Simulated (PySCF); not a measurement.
Consider F3H3Si2 (SMILES F[Si](F)(F)[SiH3]).

Input

```
{"job": {"kind": "nmr", "xc": "PBE0", "basis": "pcSseg-2"}, "charge": 0, "multiplicity": 1}
Si     0.479701     0.517538     0.814793
Si    -0.589553    -0.623047    -0.903552
F     -0.572322     1.088662     1.886255
F      1.324192     1.774106     0.275622
F      1.501164    -0.427939     1.618600
H      0.425068    -1.053646    -1.907871
H     -1.584225     0.291993    -1.534533
H     -1.280258    -1.812564    -0.326692
```

Run with:

```sh
OMP_NUM_THREADS=1 python cluster_run.py task.json out
```

Geometry: PBE0-D3(BJ)/def2-SVP.

Level of theory: PBE0/pcSseg-2, SCF density, gas phase, non-relativistic in PySCF 2.14.0.

What can the converged electron density and electron localisation function tell about the bonding?

Si–F (1.61 Å): ρ is about 1.2 e/Å³ halfway; the ELF peaks at about 0.85 in the valence shell of F, 0.5 Å from its nucleus, and is about 0.55 at the midpoint.
Si–Si (2.32 Å): ρ at the midpoint is about 0.69 e/Å³; the ELF peaks at about 1 between the atoms: localised, covalent bonding.
Si–H (1.49 Å): ρ at the midpoint is about 0.81 e/Å³; the ELF climbs to about 1 towards the hydrogen, as it does in any bond to H.

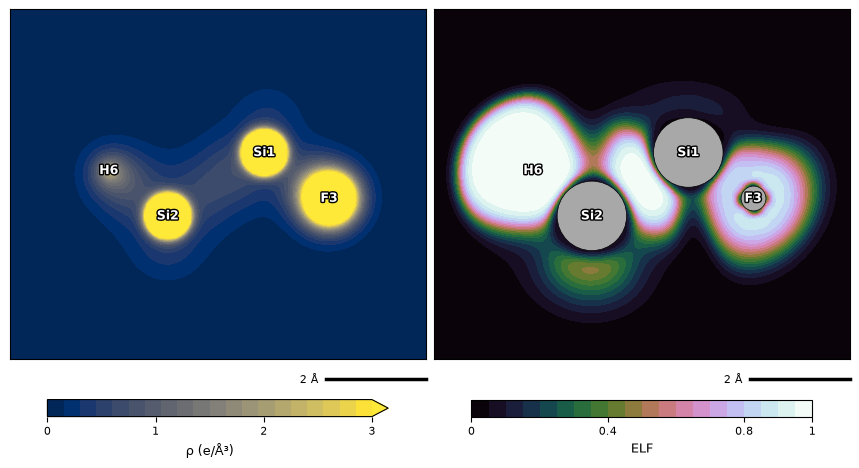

Computed electron density and electron localisation function on the plane of atoms Si2, Si1 and F3, in this order. Grey discs cover the atomic cores in the ELF map. 
